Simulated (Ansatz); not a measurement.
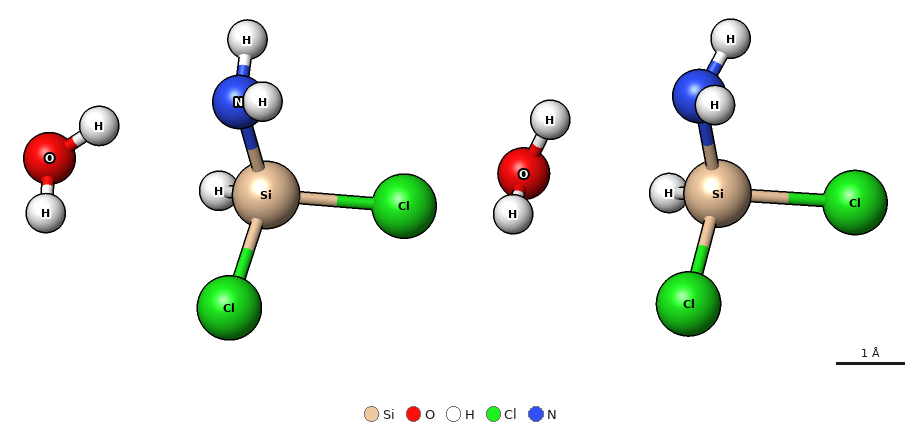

Two geometries of SiNH5OCl2, drawn at one scale. One is the start of a relaxation, the other its converged end. A ball-and-stick model, seen at a tilt.

All numbers below come from Ansatz, RKS B3LYP/def2-SVP. (no spin polarisation; force threshold 0.03 eV/Å; at most 50 steps)

Q: Which of the two is the end point?

A: The left one is the relaxed one. The run prepares an end point of a later path (reaction) calculation, from a guessed geometry. The energy falls by 0.101 eV in 7 accepted moves (11 points after the start). Largest force component: 0.8 eV/Å at the start, 0.028 eV/Å at the end. The line search rejected the trial steps at points 1, 4, 7, 10 of the run. An H atom moves most after the best rigid fit: 0.36 Å. By element the largest moves are H 0.36 Å, O 0.34 Å, Cl 0.18 Å, Si 0.13 Å, N 0.10 Å. Among the contacts that change: N–Si 1.788 → 1.731 Å, H–O 0.987 → 0.973 Å, Cl–Si 2.092 → 2.082 Å. Bond angles that change, for instance: H–Si–N 115.2° → 110.9°, Cl–Si–N 109.4° → 113.1°, Si–N–H 114.6° → 117.5°.

Limits of the set-up: the start holds two separate molecules, 2.3 Å apart at their closest, whose relative position is a soft coordinate and is computed without a dispersion correction.
